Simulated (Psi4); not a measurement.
# r2SCAN/def2-TZVPP run of [NH4]+ (ammonium)

Aim: the vertical singlet–triplet gap of [NH4]+ (ammonium) at r2SCAN/def2-TZVPP, from 2 runs. 

Program for the calculation: Psi4 1.11.

1 further run of the same task is left out (set aside as unsound or not needed).

## Step 1: The molecule

[NH4]+ has 5 atoms, charge +1, and is taken as a singlet. SMILES: `[NH4+]`. The shape is that of a PBE0-D4/def2-TZVP optimisation.

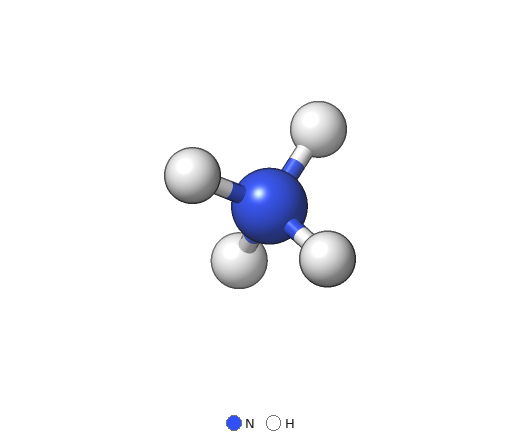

The structure, seen from a chosen angle (nitrogen blue, hydrogen white).

## Step 2: A single-point energy at r2SCAN/def2-TZVPP

Contents of calc.py:

```python
import psi4

psi4.set_memory(2200000000)
psi4.set_num_threads(1)
psi4.set_output_file('h4n.out', False)

mol = psi4.geometry("""
1 1
N      0.000010     0.000010     0.000000
H      0.453330    -0.447860     0.801010
H     -0.972430     0.216180     0.235210
H      0.023940    -0.633460    -0.803650
H      0.495160     0.865130    -0.232580
symmetry c1
no_reorient
no_com
""")

options = {'puream': True, 'e_convergence': 1e-09, 'd_convergence': 1e-08, 'scf_type': 'pk', 'dft_radial_points': 99, 'dft_spherical_points': 590}
psi4.set_options(options)

energy_value, wavefunction = psi4.energy('r2scan/def2-TZVPP', return_wfn=True)
psi4.oeprop(wavefunction, 'LOWDIN_CHARGES', 'MAYER_INDICES', 'WIBERG_LOWDIN_INDICES')
print('E =', round(energy_value, 9))
```

Run with:

```bash
$ python calc.py
```

h4n.out:

```text
[...]
  Running in c1 symmetry.
[...]
  Nuclear repulsion =   16.375270078084789
[...]
  Multiplicity = 1
[...]
  Nalpha       = 5
  Nbeta        = 5
[...]
    Number of basis functions: 87
[...]
   @RKS iter   1:   -56.73595099069139    1.23271e-01   7.52044e-03 DIIS/ADIIS
[...]
   @RKS iter   7:   -56.88908113338893   -2.98783e-11   3.62373e-09 DIIS
[...]
    Orbital Energies [Eh]
    ---------------------
    Doubly Occupied:
       1A    -14.532149     2A     -1.210368     3A     -0.787949
       4A     -0.787934     5A     -0.787929
[...]
  @RKS Final Energy:   -56.88908113338893
   => Energetics <=
    Nuclear Repulsion Energy =             16.3752700780847888
    One-Electron Energy =                -105.0297155724305611
    Two-Electron Energy =                  39.8738513966587220
    DFT Exchange-Correlation Energy =      -8.1084870357018861
    Empirical Dispersion Energy =           0.0000000000000000
    VV10 Nonlocal Energy =                  0.0000000000000000
    Total Energy =                        -56.8890811333889275
[...]
 Multipole Moments:
 ------------------------------------------------------------------------------------
     Multipole            Electronic (a.u.)      Nuclear  (a.u.)        Total (a.u.)
 ------------------------------------------------------------------------------------
 L = 1.  Multiply by 2.5417464519 to convert [e a0] to [Debye]
 Dipole X            :         -0.0001328            0.0001323           -0.0000005
 Dipole Y            :         -0.0001207            0.0001134           -0.0000073
 Dipole Z            :          0.0000132           -0.0000189           -0.0000057
 Magnitude           :                                                    0.0000092
[...]
```

Standard output:

```text
E = -56.889081133
```

It took 15 s on 1 thread of INTEL XEON PLATINUM 8581C at 2.10GHz (Emerald Rapids), shared host; peak memory 1.2 GiB.

## Step 3: The triplet, same level

Contents of calc.dat:

```
memory 2200 MB

molecule system {
  1 3
  N      0.000010     0.000010     0.000000
  H      0.453330    -0.447860     0.801010
  H     -0.972430     0.216180     0.235210
  H      0.023940    -0.633460    -0.803650
  H      0.495160     0.865130    -0.232580
  symmetry c1
  no_reorient
  no_com
}

set globals {
  basis def2-TZVPP
  reference uks
  puream true
  e_convergence 1e-09
  d_convergence 1e-08
  scf_type pk
  dft_radial_points 99
  dft_spherical_points 590
  maxiter 100
}

energy_value, wavefunction = energy("r2scan", return_wfn=True)
oeprop(wavefunction, "DIPOLE", "WIBERG_LOWDIN_INDICES", "LOWDIN_CHARGES")
```

Run with:

```bash
$ psi4 -n 1 calc.dat calc.out
```

calc.out:

```text
[...]
  Running in c1 symmetry.
[...]
  Nuclear repulsion =   16.375270078084789
[...]
  Multiplicity = 3
[...]
  Nalpha       = 6
  Nbeta        = 4
[...]
    Number of basis functions: 87
[...]
   @UKS iter   1:   -56.30910749422353    5.50115e-01   4.12145e-03 ADIIS/DIIS
[...]
   @UKS iter  44:   -56.35821452969138   -5.20117e-12   6.56021e-09 DIIS
[...]
   @S^2 Observed:                2.005091106E+00
[...]
    Orbital Energies [Eh]
    ---------------------
    Alpha Occupied:
       1A    -14.688594     2A     -1.381580     3A     -0.998947
       4A     -0.928344     5A     -0.913868     6A     -0.341363
    Alpha Virtual:
       7A     -0.288574     8A     -0.253349     9A     -0.236429
      10A     -0.091561    11A     -0.082166    12A     -0.069311
      13A      0.082343    14A      0.103457    15A      0.115605
      16A      0.116835    17A      0.161300    18A      0.176627
      19A      0.308369    20A      0.545046    21A      0.564815
      22A      0.581345    23A      0.755089    24A      0.764178
      25A      0.774771    26A      0.832762    27A      0.852053
[...]
  @UKS Final Energy:   -56.35821452969138
   => Energetics <=
    Nuclear Repulsion Energy =             16.3752700780847888
    One-Electron Energy =                -103.2764104438423374
    Two-Electron Energy =                  38.5146338139298408
    DFT Exchange-Correlation Energy =      -7.9717079778636641
    Empirical Dispersion Energy =           0.0000000000000000
    VV10 Nonlocal Energy =                  0.0000000000000000
    Total Energy =                        -56.3582145296913808
[...]
 Multipole Moments:
 ------------------------------------------------------------------------------------
     Multipole            Electronic (a.u.)      Nuclear  (a.u.)        Total (a.u.)
 ------------------------------------------------------------------------------------
 L = 1.  Multiply by 2.5417464519 to convert [e a0] to [Debye]
 Dipole X            :         -0.1046063            0.0001323           -0.1044741
 Dipole Y            :          0.2364769            0.0001134            0.2365903
 Dipole Z            :          0.0004722           -0.0000189            0.0004533
 Magnitude           :                                                    0.2586310
[...]
```

Run time: 1.8 min. Hardware: 1 thread of INTEL XEON PLATINUM 8581C at 2.10GHz (Emerald Rapids), shared host; peak memory 1.2 GiB.

## Step 4: What came out

At r2SCAN/def2-TZVPP:

| quantity | value |
| --- | --- |
| singlet: total energy | -56.88908 Eh |
| singlet: HOMO energy | -21.44 eV |
| singlet: LUMO energy | -5.67 eV |
| singlet: HOMO–LUMO gap | 15.78 eV |
| triplet: total energy | -56.35821 Eh |
| triplet: HOMO energy (highest over α and β) | -9.29 eV |
| triplet: ⟨S²⟩ | 2.005 |
| vertical energy of the triplet above the singlet | 14.446 eV |

In words: At this shape the triplet lies 14.45 eV (333 kcal/mol) above the singlet.
